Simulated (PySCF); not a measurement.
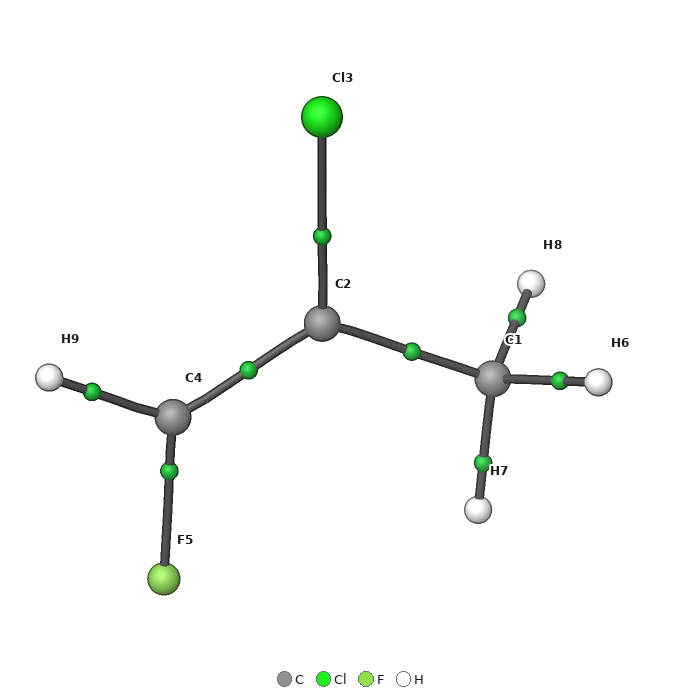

*C3H4ClF, SMILES `C/C(Cl)=C\F`. Molecular graph of the electron density (QTAIM): bond paths, bond critical points (green), ring points (magenta, if any); weak paths are dashed.*

Computed with PySCF, r2SCAN/6-311G**, geometry: GFN2-xTB. No frequency check shows the geometry to be a minimum. GFN2-xTB bond lengths at metals and heavier atoms can be off by up to 0.1 Å and shapes distorted, which carries into these values.

Coordinates in Å:

```
C1      -0.1766   -1.6300   -0.0001
C2       0.0188   -0.1544   -0.0001
Cl3      1.6583    0.3929    0.0001
C4      -0.9405    0.7600   -0.0002
F5      -2.2374    0.4043    0.0002
H6       0.2905   -2.0705    0.8794
H7      -1.2387   -1.8602    0.0025
H8       0.2858   -2.0700   -0.8820
H9      -0.8023    1.8293   -0.0006
```

> How many critical points of each kind are there, and does the count close?

9 nuclei, 8 bond, 0 ring and 0 cage critical points: 9 − 8 + 0 − 0 = 1, as the Poincaré–Hopf relation requires.

> Give the properties at the bond critical points.

```tsv
bond	length (Å)	ρ (a.u.)	∇²ρ (a.u.)	ε	H (a.u.)
C2–C4	1.325	0.348	−1.03	0.53	−0.403
C4–H9	1.078	0.290	−1.03	0.07	−0.292
C1–H7	1.087	0.277	−0.93	0.01	−0.276
C1–H8 (2 alike)	1.089	0.275	−0.91	0.01	−0.273
C1–C2	1.488	0.256	−0.61	0.06	−0.221
C4–F5	1.345	0.251	+0.27	0.00	−0.327
C2–Cl3	1.728	0.202	−0.31	0.08	−0.150
```

> What kind of interaction is C2–Cl3?

Shared-shell (covalent): ρ = 0.202, ∇²ρ = −0.31, H = −0.150 a.u.
